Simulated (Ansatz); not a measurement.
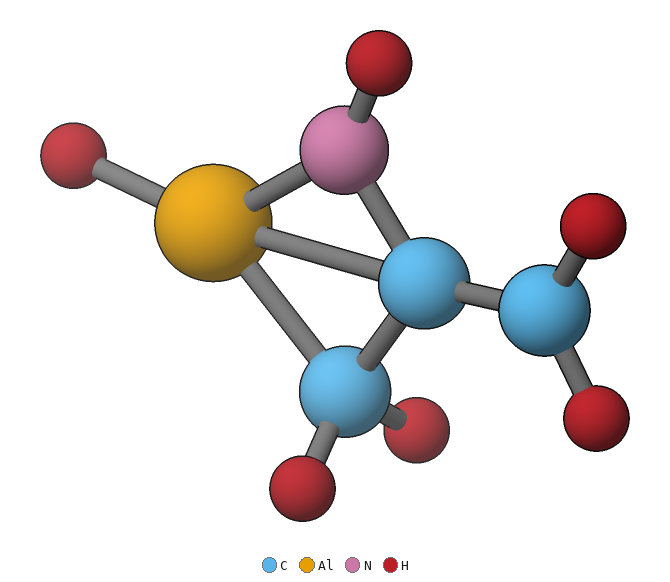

Computed geometry: PBE0-D4/def2-TZVP optimisation. No frequency run is at hand to confirm it as a minimum. Level of theory: RKS PBE-D4/def2-TZVPP (Ansatz 0.2.0).

**Give the dispersion correction at this level.**

−22.4 kJ/mol.

**Estimate the HOMO energy (Kohn–Sham orbital).**

−4.79 eV.

**What is the dipole moment?**

1.27 D.

**Estimate the LUMO energy (Kohn–Sham orbital).**

−1.57 eV.
